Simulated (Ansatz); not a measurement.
## Fields on a plane of CaGaGeH (space group P3m1)

```
CaGaGeH
1.0
    4.10178     0.00000     0.00000
   -2.05089     3.55225     0.00000
    0.00000     0.00000     4.65464
Ca Ga Ge H
1 1 1 1
Cartesian
  0.00000   2.36817   4.64062
  0.00000   0.00000   2.61899
  2.05089   1.18408   1.97163
  0.00000   0.00000   4.35472
```

The slice is a (1 -1 0 0) plane (indices of the conventional cell) through the point (0.333, 0.667, 0.997) (fractional), spanned by u = [110] and v = [001] in vectors of this cell: u (4.10 Å) and v (4.65 Å, at 90° to u). It covers one period; positions are fractions (u, v).

Atoms on it: Ca at (0.00, 0.00).

These are PBEsol (plane waves to 420 eV, PAW, scalar-relativistic; Ansatz, a program for electronic structure) values and carry that method's errors. k mesh 9×9×7. Inside the PAW spheres the values are not all-electron values, and peaks at nuclei hang on which shells count as valence. CaGaGeH was relaxed with its symmetry unable to fall.

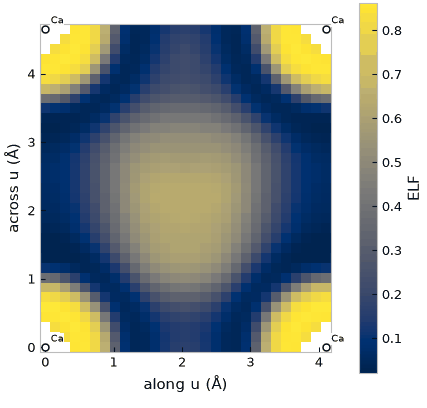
Figure. Electron localisation function (ELF), one period of the plane, atoms marked. Points within 0.3 Å of a nucleus are left white, as the pseudised field means little there.

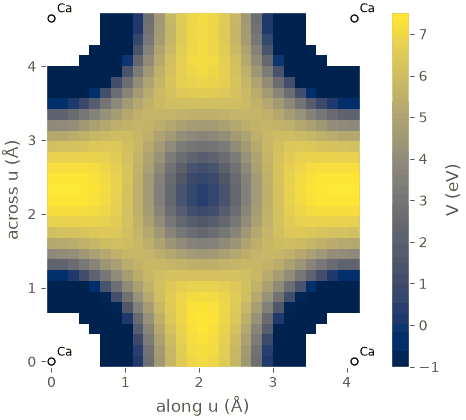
Electrostatic potential energy of an electron, from the cell's mean, in eV, one period of the plane, atoms marked. Points within 0.7 Å of a nucleus are left white, as the pseudised field means little there. Values under -1 eV are set to -1. The zero, the cell's mean, hangs on the PAW cores.
